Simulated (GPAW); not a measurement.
# MnSi: which magnetic order is lowest, part 2 of 2

Wanted: the moments of MnSi and the energy of each order that was tried.

GPAW 26.7.0; LDA; plane waves with GPAW's PAW setups, scalar-relativistic.

So far. Step 2 (Start 1: ferro ++++): After 20 cycles the largest moment stands at 0.855 μB. Step 3 (Start 2: antiferro ++--): It lies 22.7 meV a seeded atom over the first start.

The database entry behind the starting cell differs from later determinations by our own check (0.1 to 0.3 % short, probably kX units), so it need not match the best structure at ambient conditions.

## 4. Start 3: ferri +++-

Another pattern of signs weighs the neighbour shells otherwise.

File order3.py:

```python
import json
import numpy as np
from ase import Atoms
from ase.parallel import paropen, parprint
from gpaw import GPAW

atoms = Atoms(['Mn', 'Mn', 'Mn', 'Mn', 'Si', 'Si', 'Si', 'Si'],
    cell=[[4.548, 0.0, 0.0],
         [0.0, 4.548, 0.0],
         [0.0, 0.0, 4.548]],
    scaled_positions=[[0.138, 0.138, 0.138],
         [0.362, 0.862, 0.638],
         [0.638, 0.362, 0.862],
         [0.862, 0.638, 0.362],
         [0.846, 0.846, 0.846],
         [0.654, 0.154, 0.346],
         [0.346, 0.654, 0.154],
         [0.154, 0.346, 0.654]],
    pbc=True,
    magmoms=[3.5, 3.5, 3.5, -3.5, 0.0, 0.0, 0.0, 0.0])
atoms.calc = GPAW(mode={'name': 'pw', 'ecut': 550},
    xc='LDA',
    kpts={'size': (6, 6, 6), 'gamma': True},
    occupations={'name': 'fermi-dirac', 'width': 0.05},
    convergence={'density': 1e-05, 'energy': 1e-05},
    maxiter=200,
    symmetry={'tolerance': 1e-4},
    txt='order3.txt')
e = atoms.get_potential_energy(force_consistent=True)
res = {'free_energy': e, 'energy_sigma0': atoms.get_potential_energy(), 'fermi_energy': atoms.calc.get_fermi_level()}
res['moments'] = atoms.get_magnetic_moments().tolist()
res['total'] = atoms.get_magnetic_moment()
parprint('site moments (muB):', np.round(res['moments'], 3))
parprint(f"total moment: {res['total']:.3f} muB")
parprint(f'free energy: {e:.6f} eV')
atoms.calc.write('order3.gpw')
with paropen('results.json', 'w') as f:
    json.dump(res, f)
```

Launch:

```console
> OMP_NUM_THREADS=1 mpirun -n 8 gpaw python order3.py > order3.log
```

Numbers of over 12 decimals in the logs are rounded to 6 here.

The program printed:

```text
site moments (muB): [ 0.855  0.855  0.855  0.855 -0.031 -0.031 -0.031 -0.031]
total moment: 3.334 muB
free energy: -71.309281 eV

--- order3.txt ---
Input parameters:
  mode=PW(ecut=550),
  convergence={'density': 1e-05, 'energy': 1e-05},
  kpts=MonkhorstPack(size=(6, 6, 6), gamma=True),
  maxiter=200,
  occupations=Occupations(name='fermi-dirac', width=0.05),
  symmetry=Symmetry(tolerance=0.0001),
  xc=XC(name='LDA')

[...]
|         33 |         8.403 |     1.000 |         8.834 |     1.000 |
[...]
|         42 |        11.055 |     0.000 |        11.705 |     0.000 |
|         43 |        13.211 |     0.000 |        13.613 |     0.000 |
|         44 |        13.211 |     0.000 |        13.613 |     0.000 |
|        ... |               |           |               |           |
|         53 |        17.088 |     0.000 |        17.338 |     0.000 |

No gap
No difference between direct/indirect transitions

[key lines of the parts left out:]
Free energy:     -71.309281
Converged in 26 steps
dipole moment: (-0.000011, -0.000020, -0.000007)  # |e|*Ang
Fermi level: 10.208
```

The job ended after 2.6 min (8 MPI ranks of Arm Neoverse V2, shared host; peak memory 2.2 GiB; 20 min of CPU time).

Spin moment in the augmentation sphere by atom:

```tsv
atom	spin moment in the augmentation sphere (μB)
Mn1	0.855
Mn2	0.855
Mn3	0.855
Mn4	0.855
Si5	-0.031
Si6	-0.031
Si7	-0.031
Si8	-0.031
```

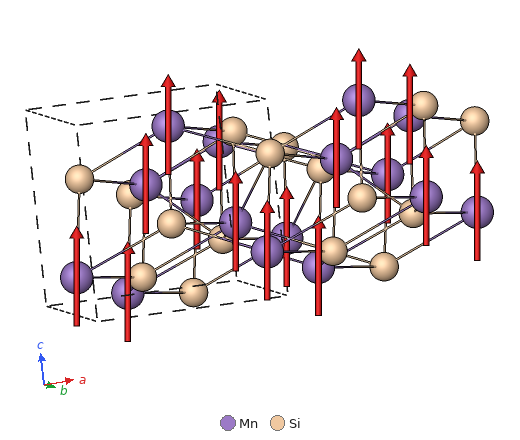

Spin moment in the augmentation sphere as arrows, the longest 0.855 μB. Up and down stand for the sign. Arrows give size and sign along the axis of quantisation, drawn up and down the page. 2×2×1 cells are drawn.

Numbers from this step:

- magnetization: 3.334 μB
- final state: ferromagnetic

On 1 Mn atom the moment turned against its typed sign.

It lies level with the first start, and its largest moment is 0.855 μB against 0.855 μB.

## 5. Start 4: no spin polarisation

This run holds no moments, which gives a state to set the others against.

nospin.py is the script of step 4 with these lines changed:

```diff
@@ -18,4 +18,3 @@
          [0.154, 0.346, 0.654]],
-    pbc=True,
-    magmoms=[3.5, 3.5, 3.5, -3.5, 0.0, 0.0, 0.0, 0.0])
+    pbc=True)
 atoms.calc = GPAW(mode={'name': 'pw', 'ecut': 550},
@@ -27,11 +26,7 @@
     symmetry={'tolerance': 1e-4},
-    txt='order3.txt')
+    txt='nospin.txt')
 e = atoms.get_potential_energy(force_consistent=True)
 res = {'free_energy': e, 'energy_sigma0': atoms.get_potential_energy(), 'fermi_energy': atoms.calc.get_fermi_level()}
-res['moments'] = atoms.get_magnetic_moments().tolist()
-res['total'] = atoms.get_magnetic_moment()
-parprint('site moments (muB):', np.round(res['moments'], 3))
-parprint(f"total moment: {res['total']:.3f} muB")
 parprint(f'free energy: {e:.6f} eV')
-atoms.calc.write('order3.gpw')
+atoms.calc.write('nospin.gpw')
 with paropen('results.json', 'w') as f:
```

Launch:

```console
> OMP_NUM_THREADS=1 mpirun -n 8 gpaw python nospin.py > nospin.log
```

The program printed:

```text
free energy: -71.218506 eV

--- nospin.txt ---
Input parameters:
  mode=PW(ecut=550),
  convergence={'density': 1e-05, 'energy': 1e-05},
  kpts=MonkhorstPack(size=(6, 6, 6), gamma=True),
  maxiter=200,
  occupations=Occupations(name='fermi-dirac', width=0.05),
  symmetry=Symmetry(tolerance=0.0001),
  xc=XC(name='LDA')

Diagonalizing LCAO Hamiltonian
Converting LCAO to pw mode
    .----------.
   /|        Si|
[...]
|        ... |               |           |
|         27 |         7.729 |     2.000 |
|         28 |         7.729 |     2.000 |
|         29 |         8.095 |     2.000 |
|         30 |         8.095 |     2.000 |
[...]
|         40 |        11.370 |     0.000 |
|         41 |        11.370 |     0.000 |
|         42 |        11.370 |     0.000 |
|        ... |               |           |
|         49 |        14.665 |     0.000 |

No gap
No difference between direct/indirect transitions

[key lines of the parts left out:]
Free energy:     -71.218506
Converged in 12 steps
dipole moment: (-0.000009, -0.000009, -0.000009)  # |e|*Ang
Fermi level: 10.169
```

The job ended after 14 s (8 MPI ranks; peak memory 1.6 GiB; 1.9 min of CPU time).

Read from the output:

```
final state : non-magnetic (no spin polarisation)
```

It lies 22.7 meV a seeded atom over the first start.

## 6. Energies of the orders

These are free energies at a smearing of 0.05 eV, so its entropy term is in the differences. They are divided by the number of seeded atoms, so that cells of unlike size compare.

Orders:

```tsv
start	final state	typed order kept	energy over the lowest (meV a seeded atom)	largest site moment (μB)	net moment (μB a primitive cell)	mesh matched	CPU time (s)
ferro ++++	ferromagnetic	yes	0	0.8552	3.334	yes	395
antiferro ++--	non-magnetic	no	22.69	0.0133	6.56e-4	yes	2275
ferri +++-	ferromagnetic	no	0	0.8553	3.334	yes	1224
no spin polarisation	non-magnetic	-	22.69	0	0	yes	114.7
```

## 7. Outcome

```json
{
 "lowest state found": "ferromagnetic (typed ferro ++++)",
 "largest site moment": "0.855 μB",
 "next state": "non-magnetic, 22.7 meV a seeded atom higher",
 "energy gained by spin polarisation": "22.7 meV a seeded atom"
}
```

What this shows: The lowest state found is ferromagnetic, reached from the start ferro ++++, with moments up to 0.855 μB. All starts that keep moments end in one and the same state, so no two orders were compared. Spin polarisation gains little. 2 starts left the typed pattern (a sign turned or a seeded moment died), so such an energy belongs to the state reached, not the one typed. This is the lowest of 4 finished starts, no proof of the ground state. Computed site moments are spin alone, inside the augmentation sphere; measured ones also hold the orbital part and what lies outside the sphere, and fluctuations can lower them.

Computed beside measured:

| quantity | measured | LDA |
| --- | --- | --- |
| moment (Mn) (μB) | 0.4 | 0.86 (+113.8 %) |

Measured values from arxiv:1405.0140 (2014).

**Verdict.** The moment is off by +113.8 %. No cell relaxation is part of this session.

[Logs and program files are shortened in this print: banners, set-up blocks, solver, clock and traceback lines can be left out without a mark of their own.]

[Logs are printed without paths, hosts, clocks, repeated set-up lines and the standing remarks that a program may print on its own settings, such as how far it seeks lower states.]

[Hosts, paths, dates, database ids (printed as entryN), source tags and the programs' standing remarks are cut or masked in the printed files.]

[Where a cell is said to come from a database of computed structures, the database is the Materials Project.]
